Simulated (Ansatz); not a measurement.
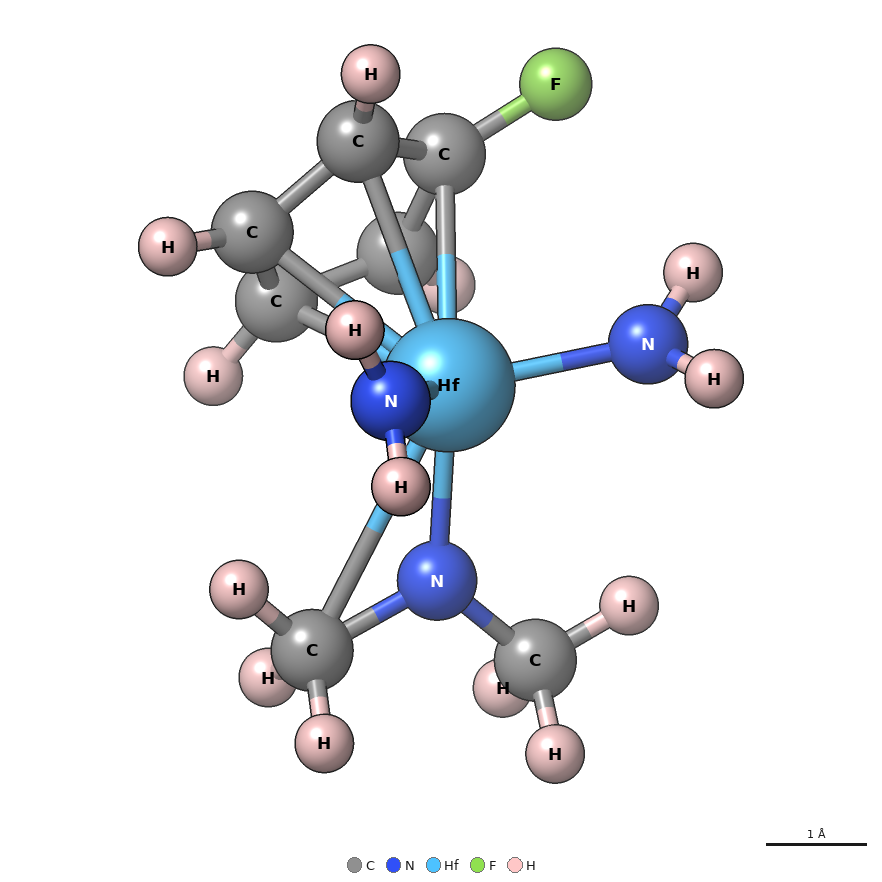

Depth is shown by fading: the farther an atom, the more it takes the colour of the background. Charge 0, singlet. Computed geometry: PBE0-D4/def2-TZVP optimisation. No frequency run is at hand to confirm it as a minimum. Masses are those of the most abundant isotopes; constants are for the rigid equilibrium geometry.

### What kind of rotor is it, and what are its rotational constants in cm⁻¹?

An asymmetric top (C1): A = 0.0362, B = 0.0190, C = 0.0183 cm⁻¹. Ray's parameter κ is −0.92, close to the prolate limit.
